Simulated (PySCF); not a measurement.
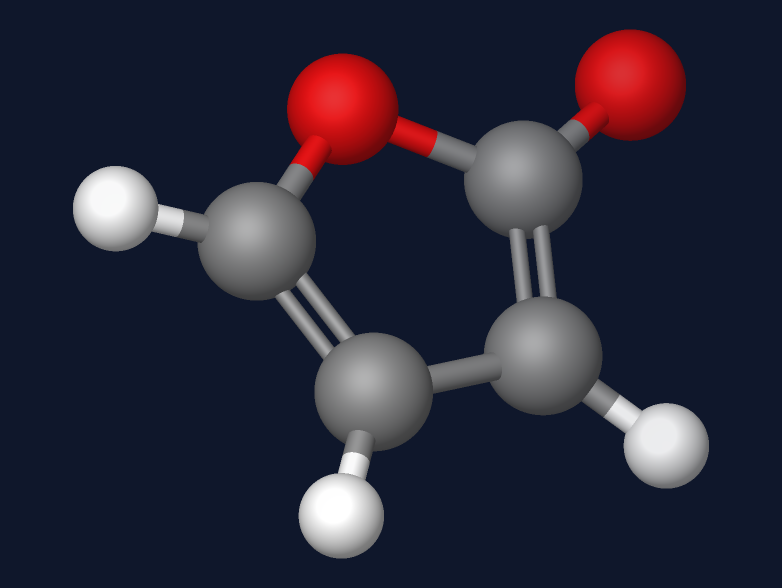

A ball-and-stick model of a molecule. Colours: oxygen red, carbon grey, hydrogen white.

The species has charge −1 and is a spin singlet. The computed structure is the end point of a GFN2-xTB optimisation. No frequency run is at hand to confirm it as a minimum.

Describe the molecule.

It has 9 atoms: 4 carbon, 3 hydrogen and 2 oxygen (C₄H₃O₂⁻). SMILES: `[O-]c1ccco1`. Independent rings (smallest set): 1 of 5 members, 1 of them aromatic. The point group is Cs. All atoms lie on one plane. Coordination: 4 C trigonal planar; 1 O bent.

The parts below concern this one geometry. Atoms keep their numbers from picture to picture.

### NMR shielding

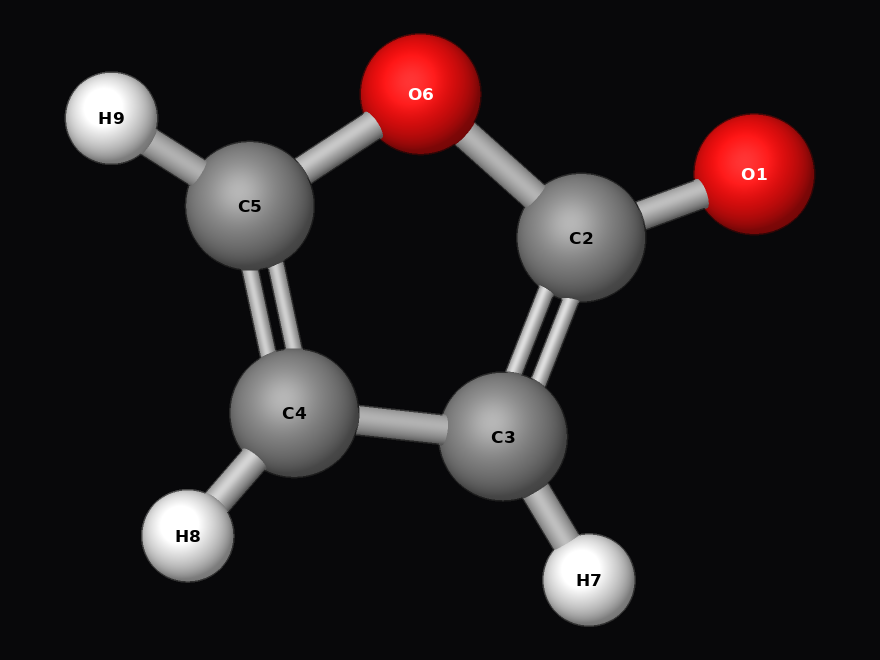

The questions are on isotropic NMR shieldings of the H atoms. No frequency run is at hand to confirm it as a minimum. Properties computed with GIAO PBE0/pcSseg-1 NMR shielding, non-relativistic, gas phase (PySCF 2.14.0).

List the isotropic NMR shieldings of the H atoms.

```json
{"atom": "H7", "σ (ppm)": "28.22"}
{"atom": "H8", "σ (ppm)": "25.97"}
{"atom": "H9", "σ (ppm)": "25.78"}
```

### Spin–spin coupling

No frequency run is at hand to confirm it as a minimum. Level of theory: B3LYP/pcJ-1 indirect spin-spin coupling, non-relativistic, gas phase (PySCF 2.14.0). Isotopes: 13C, 1H, 17O.

Give the spin–spin coupling constants of these pairs, with the number of bonds between them: C2/C3, C2/O6, C4/H8, C2/H7, C2/C5, C3/C5, C4/H9, C4/H7, O6/H9, C3/H9, C5/H7, O6/H7, H8/H9.

```csv
pair,bonds apart,J (Hz)
"C2, C3",1,96.0
"C2, O6",1,30.9
"C4, H8",1,159.1
"C2, H7",2,9.0
"C2, C5",2,5.4
"C3, C5",2,2.1
"C4, H9",2,11.1
"C4, H7",2,6.2
"O6, H9",2,−18.4
"C3, H9",3,2.8
"C5, H7",3,7.9
"O6, H7",3,−2.6
"H8, H9",3,2.6
```

### Quadrupole coupling

No frequency run is at hand to confirm it as a minimum. Electric field gradients from the ground-state density, PBE0/pcSseg-1 (PySCF 2.14.0), non-relativistic apart from any core potentials.

Give the largest field-gradient component, the quadrupole coupling constant and the asymmetry for 17O at O1 (Q = −25.6 mb), 17O at O6 (Q = −25.6 mb), 2H at H7 (Q = 2.86 mb), 2H at H8 (Q = 2.86 mb), 2H at H9 (Q = 2.86 mb).

```tsv
atom	V_zz (a.u.)	e²qQ/h (MHz)	η
O1	1.200	−7.22	0.96
O6	1.469	−8.84	0.37
H7	0.360	0.242	0.12
H8	0.345	0.232	0.06
H9	0.351	0.236	0.15
```

### Charges

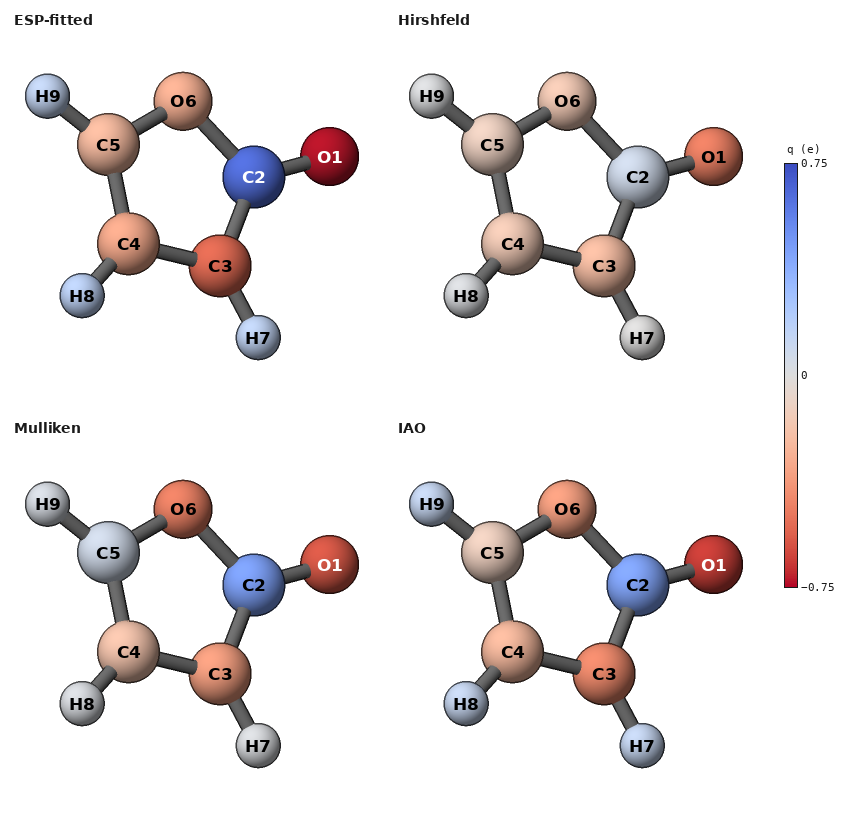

Atomic charges of one calculation by 4 schemes, on one colour scale. No frequency run is at hand to confirm it as a minimum. Method: PBE0/pcSseg-1 (PySCF 2.14.0).

Question: Which scheme gives the most polar picture (largest mean size of the charges)?

Answer: The ESP-fitted charges are the largest in size here, and the Hirshfeld charges the smallest.

Question: On which atom do the schemes disagree most?

Answer: On C2 (from 0.07 to 0.62 e).

List the charges (e), one line for each set of equivalent atoms.

| atom | ESP-fitted | Hirshfeld | Mulliken | IAO |
| --- | --- | --- | --- | --- |
| O1 | −0.73 | −0.46 | −0.58 | −0.65 |
| C2 | 0.62 | 0.07 | 0.43 | 0.41 |
| C3 | −0.53 | −0.22 | −0.35 | −0.42 |
| C4 | −0.30 | −0.15 | −0.19 | −0.24 |
| C5 | −0.23 | −0.11 | 0.07 | −0.11 |
| O6 | −0.28 | −0.15 | −0.45 | −0.35 |
| H7 | 0.14 | 0.00 | 0.01 | 0.12 |
| H8 | 0.16 | 0.01 | 0.02 | 0.12 |
| H9 | 0.13 | 0.01 | 0.03 | 0.12 |

Mulliken values depend strongly on the basis set and can even reverse the polarity of a bond.
